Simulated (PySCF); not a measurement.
# UPBE/cc-pVTZ run of BH2 (boron dihydride)

Aim: the vertical ionisation energy of BH2 (boron dihydride) at UPBE/cc-pVTZ, from 2 runs. The job is set up through a Python script.

The results are computed with PySCF 2.14.0.

2 further runs of the same task are left out: 2 set aside as unsound or not needed.

### 1 The molecule

BH2 has 3 atoms, charge 0, and is taken as a doublet. As SMILES, `[BH2]`. Geometry: relaxed at GFN2-xTB.

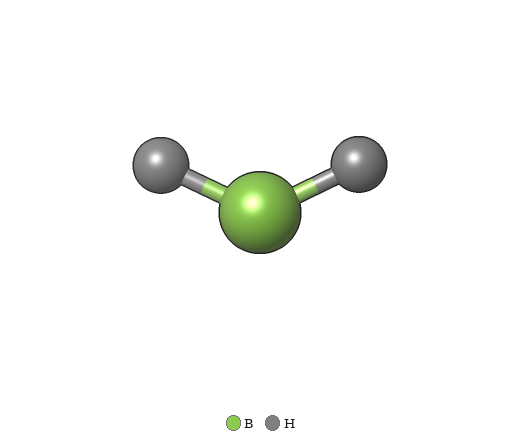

Viewed from a chosen angle; boron green, hydrogen grey.

### 2 The energy at UPBE/cc-pVTZ

geometry.xyz reads:

```xyz
3

B      0.262840    -0.166230     0.128640
H      0.280020     0.985320     0.260980
H     -0.542860    -0.819090    -0.389630
```

run.py reads:

```python
from pyscf import gto, dft

molecule = gto.Mole()
molecule.atom = 'geometry.xyz'
molecule.max_memory = 1860
molecule.verbose = 4
molecule.spin = 1
molecule.basis = 'cc-pvtz'
molecule.build()

mf = dft.UKS(molecule, xc='pbe')
mf.conv_tol = 1e-10
mf.grids.level = 5
mf.kernel()
if not mf.converged:
    mf = mf.newton().run(mf.mo_coeff, mf.mo_occ)

e_tot = mf.e_tot
print('Final energy', e_tot)
```

Command:

```bash
$ OMP_NUM_THREADS=1 python run.py
```

The log of the run:

```text
PySCF version 2.14.0

[INPUT] num. atoms = 3
[INPUT] num. electrons = 7
[INPUT] charge = 0
[INPUT] spin (= nelec alpha-beta = 2S) = 1
[INPUT] symmetry False subgroup None
[INPUT] Mole.unit = angstrom
[INPUT] Symbol           X                Y                Z      unit          X                Y                Z       unit  Magmom
[INPUT]  1 B      0.262840000000  -0.166230000000   0.128640000000 AA    0.496695614581  -0.314129173686   0.243094368664 Bohr   0.0
[INPUT]  2 H      0.280020000000   0.985320000000   0.260980000000 AA    0.529161109401   1.861984945056   0.493180723989 Bohr   0.0
[INPUT]  3 H     -0.542860000000  -0.819090000000  -0.389630000000 AA   -1.025856723981  -1.547855771370  -0.736293989914 Bohr   0.0

nuclear repulsion = 4.81824384906663
number of shells = 21
number of NR pGTOs = 74
number of NR cGTOs = 58
basis = cc-pvtz
ecp = {}

******** <class 'pyscf.dft.uks.UKS'> ********
method = UKS
initial guess = minao
damping factor = 0
level_shift factor = 0
DIIS = <class 'pyscf.scf.diis.CDIIS'>
diis_start_cycle = 1
diis_space = 8
diis_damp = 0
SCF conv_tol = 1e-10
SCF conv_tol_grad = None
SCF max_cycles = 50
direct_scf = True
direct_scf_tol = 1e-13
number electrons alpha = 4  beta = 3
XC library pyscf.dft.libxc version 7.0.0
    S. Lehtola, C. Steigemann, M. J.T. Oliveira, and M. A.L. Marques.,  SoftwareX 7, 1–5 (2018)
XC functionals = pbe
    J. P. Perdew, K. Burke, and M. Ernzerhof.,  Phys. Rev. Lett. 77, 3865 (1996)
    J. P. Perdew, K. Burke, and M. Ernzerhof.,  Phys. Rev. Lett. 78, 1396 (1997)
    J. P. Perdew, K. Burke, and M. Ernzerhof.,  Phys. Rev. Lett. 77, 3865 (1996)
    J. P. Perdew, K. Burke, and M. Ernzerhof.,  Phys. Rev. Lett. 78, 1396 (1997)
radial grids:
    Treutler-Ahlrichs [JCP 102, 346 (1995); DOI:10.1063/1.469408] (M4) radial grids

becke partition: Becke, JCP 88, 2547 (1988); DOI:10.1063/1.454033
pruning grids: <function nwchem_prune>
grids dens level: 5
symmetrized grids: False
atomic radii adjust function: <function treutler_atomic_radii_adjust>
small_rho_cutoff = 0
Set gradient conv threshold to 1e-05
tot grids = 90240
init E= -25.7552257948362
[... the frontier-level lines of each cycle are left out ...]


cycle= 1 E= -25.8761533457893  delta_E= -0.121  |g|= 0.0835  |ddm|= 0.75
cycle= 2 E= -25.8805289827801  delta_E= -0.00438  |g|= 0.0325  |ddm|= 0.108
cycle= 3 E= -25.8813742935379  delta_E= -0.000845  |g|= 0.00964  |ddm|= 0.0441
cycle= 4 E= -25.8814382576167  delta_E= -6.4e-05  |g|= 0.002  |ddm|= 0.0102
cycle= 5 E= -25.8814410813183  delta_E= -2.82e-06  |g|= 0.000438  |ddm|= 0.00258
cycle= 6 E= -25.8814412516959  delta_E= -1.7e-07  |g|= 7.03e-05  |ddm|= 0.000463
cycle= 7 E= -25.8814412572465  delta_E= -5.55e-09  |g|= 8.79e-06  |ddm|= 0.000104
cycle= 8 E= -25.8814412573494  delta_E= -1.03e-10  |g|= 9.74e-07  |ddm|= 1.7e-05
cycle= 9 E= -25.8814412573504  delta_E= -1.01e-12  |g|= 8.4e-08  |ddm|= 1.56e-06
Extra cycle  E= -25.8814412573504  delta_E= 6.39e-14  |g|= 4.01e-08  |ddm|= 1.46e-07
converged SCF energy = -25.8814412573504  <S^2> = 0.75170131  2S+1 = 2.0017006
Final energy -25.88144125735036
```

Run time: 3.9 s. Hardware: 1 thread of Arm Neoverse V2, shared host; peak memory 0.29 GiB.

### 3 The singlet cation at the same level

mol.xyz reads:

```xyz
3

B      0.262840    -0.166230     0.128640
H      0.280020     0.985320     0.260980
H     -0.542860    -0.819090    -0.389630
```

calc.py reads:

```python
from pyscf import gto, dft

mol = gto.M(
    atom='mol.xyz',
    max_memory=1860,
    verbose=3,
    charge=1,
    spin=0,
    basis='cc-pvtz',
)

mf = dft.RKS(mol)
mf.xc = 'pbe'
mf.conv_tol = 1e-10
mf.grids.level = 5
mf.kernel()
if not mf.converged:
    mf = mf.newton().run(mf.mo_coeff, mf.mo_occ)

energy = mf.e_tot
print('E = %.10f Eh' % energy)
```

Command:

```bash
$ OMP_NUM_THREADS=1 python calc.py
```

The log of the run:

```text
converged SCF energy = -25.5415164965545
E = -25.5415164966 Eh
```

Wall time 2.2 s (1 thread of Arm Neoverse V2, shared host); peak memory 0.28 GiB.

### 4 Results

Level: UPBE/cc-pVTZ.

```
                                          quantity         value
                         doublet BH2: total energy  -25.88144 Eh
                        doublet BH2: dipole moment        0.50 D
   doublet BH2: HOMO energy (highest over α and β)      -4.92 eV
    doublet BH2: LUMO energy (lowest over α and β)      -3.44 eV
                                 doublet BH2: ⟨S²⟩         0.752
                      singlet cation: total energy  -25.54152 Eh
                       singlet cation: HOMO energy     -18.33 eV
                       singlet cation: LUMO energy     -13.28 eV
                     singlet cation: HOMO–LUMO gap       5.05 eV
vertical ionisation energy (to the singlet cation)      9.250 eV
```

What this shows: Removing an electron at fixed nuclei costs 9.25 eV (213 kcal/mol). Only the singlet of the ionised species was computed; a triplet could lie lower.
